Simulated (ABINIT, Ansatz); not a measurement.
# CsH (F-43m): third-order response, part 2 of 3

Wanted: vibrational spectra of CsH (F-43m) from linear and non-linear response.

ABINIT 10.8.3; DFT LDA, scalar-relativistic, plane waves, PseudoDojo norm-conserving pseudopotentials.

So far. Step 5 (Zone-centre response): The acoustic modes at Γ come out as far as 0.1 cm⁻¹ from zero, where they should vanish, a small numerical error; the Born charges miss their sum rule by 5.3e-5 e, which is good. The relaxed cell has a = 6.685 Å (conventional setting).

The structure was built from a prototype and need not be the compound's stable phase.

**6. Zone-centre analysis**

anaddb reads the merged derivatives, imposes the acoustic sum rule and charge neutrality, and adds the LO-TO term along chosen directions.

File anaddb.abi:

```
ddb_filepath "gamma_DDB"
output_file "anaddb.abo"
outdata_prefix "anaddb"
asr 1
chneut 1
enunit 2
eivec 1
nph1l 1
qph1l 0.0 0.0 0.0 1.0
dieflag 1
nph2l 3
qph2l 
    1.0 0.0 0.0 0.0
    0.0 0.0 1.0 0.0
    1.0 1.0 1.0 0.0
nlflag 1
ramansr 1
alphon 1
prtmbm 1
```

File mrgddb.in:

```
gamma_DDB
merged
3
dfpt_gammao_DS2_DDB
dfpt_gammao_DS3_DDB
gso_DDB
```

Run with:

```console
$ mrgddb < mrgddb.in > mrgddb.log
$ OMP_NUM_THREADS=1 anaddb anaddb.abi > anaddb.log
```

anaddb.abo, the main output file:

```text
[banners, grids, parts of the stress and lines that vanish by symmetry left out]
-outvars_anaddb: echo values of input variables ----------------------

 Flags :
[...]
Dielectric Tensor and Effective Charges
[...]
Effective charge tensors after
[...]
1          1        0.000000000       -0.000000000       -0.000000000
[...]
1          2       -0.000000000        0.000000000        0.020854752
[...]
1          3        0.000000000        0.020854752        0.000000000
[...]
2          1       -0.000000000        0.000000000        0.000000000
[...]
2          2        0.000000000       -0.000000000       -0.020854752
[...]
2          3       -0.000000000       -0.020854752       -0.000000000
[...]
Phonon wavevector (reduced coordinates) :  0.00000  0.00000  0.00000
 Phonon energies in Hartree :
[...]
Phonon energies in meV     :
-  0.000000E+00  0.000000E+00  0.000000E+00  6.714144E+01  6.714144E+01
-  6.714144E+01
 Phonon frequencies in cm-1    :
-  0.000000E+00  0.000000E+00  0.000000E+00  5.415322E+02  5.415322E+02
-  5.415322E+02
 Phonon frequencies in Thz     :
-  0.000000E+00  0.000000E+00  0.000000E+00  1.623473E+01  1.623473E+01
-  1.623473E+01
 Phonon energies in Kelvin  :
-  0.000000E+00  0.000000E+00  0.000000E+00  7.791440E+02  7.791440E+02
-  7.791440E+02
[...]
-  1  0.00000000E+00  0.00000000E+00  2.02398821E-03
-     0.00000000E+00  0.00000000E+00  0.00000000E+00
-  2  0.00000000E+00  0.00000000E+00  2.02398823E-03
-     0.00000000E+00  0.00000000E+00  0.00000000E+00
[...]
-  1  0.00000000E+00 -2.02398821E-03  0.00000000E+00
-     0.00000000E+00  0.00000000E+00  0.00000000E+00
-  2  0.00000000E+00 -2.02398823E-03  0.00000000E+00
-     0.00000000E+00  0.00000000E+00  0.00000000E+00
[...]
-  1  2.02398821E-03  0.00000000E+00  0.00000000E+00
-     0.00000000E+00  0.00000000E+00  0.00000000E+00
-  2  2.02398823E-03  0.00000000E+00  0.00000000E+00
-     0.00000000E+00  0.00000000E+00  0.00000000E+00
[...]
-  1  0.00000000E+00  0.00000000E+00 -1.76260079E-04
-     0.00000000E+00  0.00000000E+00  0.00000000E+00
-  2 -9.55034606E-07 -1.35247903E-06  2.32413848E-02
-     0.00000000E+00  0.00000000E+00  0.00000000E+00
[...]
-  1  0.00000000E+00  1.76260078E-04  0.00000000E+00
-     0.00000000E+00  0.00000000E+00  0.00000000E+00
-  2 -2.12233038E-06 -2.32413847E-02 -1.35256623E-06
-     0.00000000E+00  0.00000000E+00  0.00000000E+00
[...]
-  1  1.76260079E-04  0.00000000E+00  0.00000000E+00
-     0.00000000E+00  0.00000000E+00  0.00000000E+00
-  2 -2.32413847E-02  2.12238596E-06 -9.54911096E-07
-     0.00000000E+00  0.00000000E+00  0.00000000E+00
[...]
-     1         -0.000000     0.000000    -0.000000     0.000000
-     2         -0.000000     0.000000    -0.000000     0.000000
-     3         -0.000000    -0.000000    -0.000000     0.000000
-     4          0.000000    -0.000000    -0.996521     0.996521
-     5         -0.000000     0.996521     0.000000     0.996521
-     6          0.996521    -0.000000     0.000000     0.996521
[...]
-   1     Real    0.0000E+00  0.0000E+00  0.0000E+00  0.0000E+00  0.0000E+00  0.0000E+00  0.0000E+00
[...]
-   2     Real    0.0000E+00  0.0000E+00  0.0000E+00  0.0000E+00  0.0000E+00  0.0000E+00  0.0000E+00
[...]
-   3     Real    0.0000E+00  0.0000E+00  0.0000E+00  0.0000E+00  0.0000E+00  0.0000E+00  0.0000E+00
[...]
-   4     Real    0.0000E+00  0.0000E+00  5.3644E-04  0.0000E+00  0.0000E+00  0.0000E+00  5.3644E-04
[...]
-   5     Real    0.0000E+00  5.3644E-04  0.0000E+00  0.0000E+00  0.0000E+00  0.0000E+00  5.3644E-04
[...]
-   6     Real    5.3644E-04  0.0000E+00  0.0000E+00  0.0000E+00  0.0000E+00  0.0000E+00  5.3644E-04
[...]
-        -0.000000000      -0.000000000       0.000000000
-        -0.000000000       0.000000000      -0.000000000
[...]
Phonon at Gamma, with non-analyticity in the
[...]
Phonon energies in Hartree :
[...]
Phonon energies in meV     :
-  0.000000E+00  0.000000E+00  0.000000E+00  6.714144E+01  6.714144E+01
-  8.919824E+01
 Phonon frequencies in cm-1    :
-  0.000000E+00  0.000000E+00  0.000000E+00  5.415322E+02  5.415322E+02
-  7.194323E+02
 Phonon frequencies in Thz     :
-  0.000000E+00  0.000000E+00  0.000000E+00  1.623473E+01  1.623473E+01
-  2.156804E+01
 Phonon energies in Kelvin  :
-  0.000000E+00  0.000000E+00  0.000000E+00  7.791440E+02  7.791440E+02
-  1.035103E+03
[...]
-  1  0.00000000E+00  0.00000000E+00  2.02398821E-03
[...]
-  2  0.00000000E+00  0.00000000E+00  2.02398823E-03
[...]
Phonon at Gamma, with non-analyticity in the
[...]
Phonon energies in Hartree :
[...]
Phonon energies in meV     :
-  0.000000E+00  0.000000E+00  0.000000E+00  6.714144E+01  6.714144E+01
-  8.919824E+01
 Phonon frequencies in cm-1    :
-  0.000000E+00  0.000000E+00  0.000000E+00  5.415322E+02  5.415322E+02
-  7.194323E+02
 Phonon frequencies in Thz     :
-  0.000000E+00  0.000000E+00  0.000000E+00  1.623473E+01  1.623473E+01
-  2.156804E+01
 Phonon energies in Kelvin  :
-  0.000000E+00  0.000000E+00  0.000000E+00  7.791440E+02  7.791440E+02
-  1.035103E+03
[...]
Phonon at Gamma, with non-analyticity in the
[...]
Phonon energies in Hartree :
[...]
Phonon energies in meV     :
-  0.000000E+00  0.000000E+00  0.000000E+00  6.714144E+01  6.714144E+01
-  8.919824E+01
 Phonon frequencies in cm-1    :
-  0.000000E+00  0.000000E+00  0.000000E+00  5.415322E+02  5.415322E+02
-  7.194323E+02
 Phonon frequencies in Thz     :
-  0.000000E+00  0.000000E+00  0.000000E+00  1.623473E+01  1.623473E+01
-  2.156804E+01
 Phonon energies in Kelvin  :
-  0.000000E+00  0.000000E+00  0.000000E+00  7.791440E+02  7.791440E+02
-  1.035103E+03
[...]
-  1  0.00000000E+00  2.02398821E-03  0.00000000E+00
[...]
-  2  0.00000000E+00  2.02398823E-03  0.00000000E+00
[...]
-  1  2.02398821E-03  0.00000000E+00  0.00000000E+00
[...]
-  2  2.02398823E-03  0.00000000E+00  0.00000000E+00
[...]
-  1  3.07273499E-05  1.06397075E-04 -1.37124425E-04
[...]
-  2 -4.05166142E-03 -1.40293558E-02  1.80810172E-02
[...]
-  1  1.40597204E-04 -9.69092675E-05 -4.36879362E-05
[...]
-  2 -1.85389325E-02  1.27783080E-02  5.76062454E-03
[...]
-         0.000000000      -0.000000000      -0.000000000
-         0.000000000      -0.000000000      -0.000000000
[...]
-        -0.000000000      -0.008530544       0.006618988
-        -0.008530544       0.000000000       0.001911556
-         0.006618988       0.001911556      -0.000000000
[...]
-         0.000000000      -0.002717837      -0.006028749
-        -0.002717837      -0.000000000       0.008746586
-        -0.006028749       0.008746586      -0.000000000
[...]
Direction                     Dielectric constant
[...]
0.00000   0.00000   1.00000      5.06777955
   1.00000   1.00000   1.00000      5.06777955
-
```

Run time: 0.72 s. Hardware: 1 thread of Arm Neoverse V2, shared host.

Numbers from this step:

```
miss of the charge sum rule          : 5.30e-5 e
mean static dielectric constant      : 5.068
highest mode moved by the LO-TO term : 719.4 cm⁻¹
```

No LO-TO term; unit eigenvectors of the mass-weighted matrix, from anaddb's displacements. Modes at Γ, with each element's share of the kinetic energy:

```csv
mode,frequency (cm⁻¹),symmetry,Cs %,H %
1,0.0,acoustic,99,1
2,0.0,acoustic,99,1
3,0.0,acoustic,99,1
4,541.5,T2,1,99
5,541.5,T2,1,99
6,541.5,T2,1,99
```

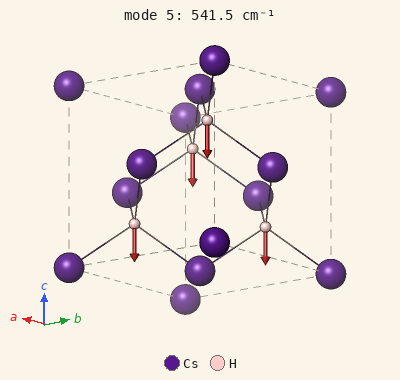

Displacement patterns of mode 5 at Γ; arrows are exaggerated. Bonds to atoms that aren't drawn are left out. Some periodic images of atoms are drawn too.

Trace of the oscillator strength, degenerate modes summed. Lines of the infrared spectrum (strongest = 100):

```
position (cm⁻¹)  lines merged  IR intensity, relative
            542             3                     100
```

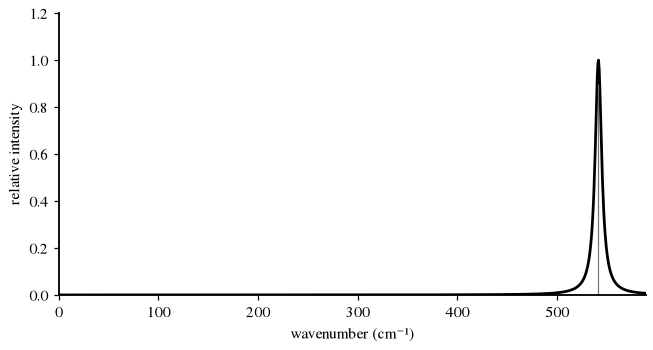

The infrared spectrum, broadened with Lorentzians of width 8 cm⁻¹; bars mark the lines.

From anaddb's Raman susceptibilities, degenerate modes summed; transverse modes, the longitudinal lines of polar modes are not listed. Lines of the Raman spectrum (strongest = 100):

```csv
position (cm⁻¹),lines merged,"Raman activity (Å⁴/amu), powder, relative"
542,3,100
```

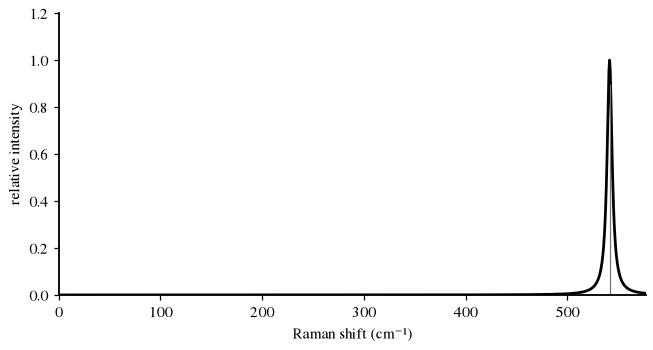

The Raman spectrum, broadened with Lorentzians of width 6 cm⁻¹; bars mark the lines.

Static dielectric tensor (ions relaxed, fixed cell):

```
5.07 0.00 0.00
0.00 5.07 0.00
0.00 0.00 5.07
```

Non-linear optical d (pm/V). Tensor:

| field along | xx | yy | zz | yz | xz | xy |
| --- | --- | --- | --- | --- | --- | --- |
| x | 0 | 0 | 0 | 22.75 | 0 | 0 |
| y | 0 | 0 | 0 | 0 | 22.75 | 0 |
| z | 0 | 0 | 0 | 0 | 0 | 22.75 |

The rule moves no optical mode by more than 0.1 cm⁻¹.

**7. Sum rules set otherwise (asr 0)**

Without the rule the raw error of the acoustic modes shows.

anaddb.abi: that of step 6 with these lines changed.

```diff
@@ -3,4 +3,4 @@
 outdata_prefix "anaddb"
-asr 1
-chneut 1
+asr 0
+chneut 0
 enunit 2
```

mrgddb.in is that of step 6.

anaddb.abo, the main output file:

```text
[banners, grids, parts of the stress and lines that vanish by symmetry left out]
-outvars_anaddb: echo values of input variables ----------------------

 Flags :
[...]
Dielectric Tensor and Effective Charges
[...]
Effective charge tensors after
[...]
1          1        0.000000000       -0.000000000       -0.000000000
[...]
1          2       -0.000000000        0.000000000        0.020854752
[...]
1          3        0.000000000        0.020854752        0.000000000
[...]
2          1       -0.000000000        0.000000000        0.000000000
[...]
2          2        0.000000000       -0.000000000       -0.020854752
[...]
2          3       -0.000000000       -0.020854752       -0.000000000
[...]
Phonon wavevector (reduced coordinates) :  0.00000  0.00000  0.00000
 Phonon energies in Hartree :
[...]
Phonon energies in meV     :
-  1.035032E-02  1.035039E-02  1.035058E-02  6.714144E+01  6.714144E+01
-  6.714144E+01
 Phonon frequencies in cm-1    :
-  8.348096E-02  8.348149E-02  8.348307E-02  5.415323E+02  5.415323E+02
-  5.415323E+02
 Phonon frequencies in Thz     :
-  2.502696E-03  2.502712E-03  2.502760E-03  1.623473E+01  1.623473E+01
-  1.623473E+01
 Phonon energies in Kelvin  :
-  1.201105E-01  1.201112E-01  1.201135E-01  7.791441E+02  7.791441E+02
-  7.791441E+02
[...]
-  1  0.00000000E+00  0.00000000E+00  2.02398822E-03
-     0.00000000E+00  0.00000000E+00  0.00000000E+00
-  2  0.00000000E+00  0.00000000E+00  2.02398798E-03
-     0.00000000E+00  0.00000000E+00  0.00000000E+00
[...]
-  1  4.99601640E-07 -2.02398815E-03  0.00000000E+00
-     0.00000000E+00  0.00000000E+00  0.00000000E+00
-  2  4.99601582E-07 -2.02398792E-03  0.00000000E+00
-     0.00000000E+00  0.00000000E+00  0.00000000E+00
[...]
-  1  2.02398815E-03  4.99601628E-07  0.00000000E+00
-     0.00000000E+00  0.00000000E+00  0.00000000E+00
-  2  2.02398792E-03  4.99601570E-07  0.00000000E+00
-     0.00000000E+00  0.00000000E+00  0.00000000E+00
[...]
-  1  0.00000000E+00  0.00000000E+00  1.76260057E-04
-     0.00000000E+00  0.00000000E+00  0.00000000E+00
-  2 -1.52568780E-06 -1.24564889E-06 -2.32413848E-02
-     0.00000000E+00  0.00000000E+00  0.00000000E+00
[...]
-  1  0.00000000E+00 -1.76260045E-04  0.00000000E+00
-     0.00000000E+00  0.00000000E+00  0.00000000E+00
-  2 -8.57653360E-06  2.32413832E-02 -1.24508580E-06
-     0.00000000E+00  0.00000000E+00  0.00000000E+00
[...]
-  1  1.76260045E-04  0.00000000E+00  0.00000000E+00
-     0.00000000E+00  0.00000000E+00  0.00000000E+00
-  2 -2.32413832E-02 -8.57645183E-06  1.52614736E-06
-     0.00000000E+00  0.00000000E+00  0.00000000E+00
[...]
-     1         -0.000000    -0.000000     0.000038     0.000038
-     2          0.000000    -0.000038    -0.000000     0.000038
-     3          0.000038     0.000000    -0.000000     0.000038
-     4         -0.000000    -0.000000     0.996495     0.996495
-     5         -0.000000    -0.996495     0.000000     0.996495
-     6          0.996495     0.000000     0.000000     0.996495
[...]
-   1     Real    0.0000E+00  0.0000E+00  1.1706E-14  0.0000E+00  0.0000E+00  0.0000E+00  1.1706E-14
[...]
-   2     Real    0.0000E+00  1.1706E-14  0.0000E+00  0.0000E+00  0.0000E+00  0.0000E+00  1.1706E-14
[...]
-   3     Real    1.1706E-14  0.0000E+00  0.0000E+00  0.0000E+00  0.0000E+00  0.0000E+00  1.1706E-14
[...]
-   4     Real    0.0000E+00  0.0000E+00  5.3641E-04  0.0000E+00  0.0000E+00  0.0000E+00  5.3641E-04
[...]
-   5     Real    0.0000E+00  5.3641E-04  0.0000E+00  0.0000E+00  0.0000E+00  0.0000E+00  5.3641E-04
[...]
-   6     Real    5.3641E-04  0.0000E+00  0.0000E+00  0.0000E+00  0.0000E+00  0.0000E+00  5.3641E-04
[...]
-         0.000000000       0.000000000      -0.000000000
-         0.000000000      -0.000000000       0.000000000
[...]
Phonon at Gamma, with non-analyticity in the
[...]
Phonon energies in Hartree :
[...]
Phonon energies in meV     :
-  1.035032E-02  1.035039E-02  1.035264E-02  6.714144E+01  6.714144E+01
-  8.919721E+01
 Phonon frequencies in cm-1    :
-  8.348096E-02  8.348149E-02  8.349968E-02  5.415323E+02  5.415323E+02
-  7.194241E+02
 Phonon frequencies in Thz     :
-  2.502696E-03  2.502712E-03  2.503258E-03  1.623473E+01  1.623473E+01
-  2.156779E+01
 Phonon energies in Kelvin  :
-  1.201105E-01  1.201112E-01  1.201374E-01  7.791441E+02  7.791441E+02
-  1.035091E+03
[...]
-  1  0.00000000E+00  0.00000000E+00  2.02398822E-03
[...]
-  2  0.00000000E+00  0.00000000E+00  2.02398798E-03
[...]
Phonon at Gamma, with non-analyticity in the
[...]
Phonon energies in Hartree :
[...]
Phonon energies in meV     :
-  1.035039E-02  1.035058E-02  1.035238E-02  6.714144E+01  6.714144E+01
-  8.919721E+01
 Phonon frequencies in cm-1    :
-  8.348149E-02  8.348307E-02  8.349757E-02  5.415323E+02  5.415323E+02
-  7.194241E+02
 Phonon frequencies in Thz     :
-  2.502712E-03  2.502760E-03  2.503194E-03  1.623473E+01  1.623473E+01
-  2.156779E+01
 Phonon energies in Kelvin  :
-  1.201112E-01  1.201135E-01  1.201344E-01  7.791441E+02  7.791441E+02
-  1.035091E+03
[...]
Phonon at Gamma, with non-analyticity in the
[...]
Phonon energies in Hartree :
[...]
Phonon energies in meV     :
-  1.035035E-02  1.035050E-02  1.035249E-02  6.714144E+01  6.714144E+01
-  8.919721E+01
 Phonon frequencies in cm-1    :
-  8.348120E-02  8.348243E-02  8.349850E-02  5.415323E+02  5.415323E+02
-  7.194241E+02
 Phonon frequencies in Thz     :
-  2.502703E-03  2.502740E-03  2.503222E-03  1.623473E+01  1.623473E+01
-  2.156779E+01
 Phonon energies in Kelvin  :
-  1.201108E-01  1.201126E-01  1.201357E-01  7.791441E+02  7.791441E+02
-  1.035091E+03
[...]
-  1  1.57466053E-03 -1.07037890E-03 -6.86484918E-04
[...]
-  2  1.57465892E-03 -1.07038020E-03 -6.86486261E-04
[...]
-  1  1.25609915E-03  1.13921876E-03  1.10495357E-03
[...]
-  2  1.25612634E-03  1.13924596E-03  1.10498077E-03
[...]
-  1  3.07178066E-05  1.06403637E-04 -1.37121444E-04
[...]
-  2 -4.05040356E-03 -1.40302228E-02  1.80806263E-02
[...]
-  1  1.40599271E-04 -9.69020362E-05 -4.36972345E-05
[...]
-  2 -1.85392074E-02  1.27773561E-02  5.76185131E-03
[...]
-        -0.000000038       0.000000000      -0.000000038
-        -0.000000038      -0.000000038       0.000000000
[...]
-        -0.000000000      -0.008530359       0.006619397
-        -0.008530359       0.000000000       0.001910962
-         0.006619397       0.001910962      -0.000000000
[...]
-         0.000000000      -0.002718416      -0.006028300
-        -0.002718416      -0.000000000       0.008746716
-        -0.006028300       0.008746716      -0.000000000
[...]
Direction                     Dielectric constant
[...]
0.00000   0.00000   1.00000      5.06766255
   1.00000   1.00000   1.00000      5.06766255
-
```

Run time: 0.7 s. Hardware: 1 thread.

Zone-centre frequencies as printed; negative means imaginary. Modes:

| mode | frequency (cm⁻¹) |
| --- | --- |
| 1 | 0.08 |
| 2 | 0.08 |
| 3 | 0.08 |
| 4 | 541.5 |
| 5 | 541.5 |
| 6 | 541.5 |

(Part 2 of 3 ends here.)

[Host names and launcher messages were left out of these logs when they were recorded.]

[Logs are printed without paths, hosts, clocks, repeated set-up lines and the standing remarks that a program may print on its own settings, such as how far it seeks lower states.]

[Hosts, paths, dates, database ids (printed as entryN), source tags and the programs' standing remarks are cut or masked in the printed files.]
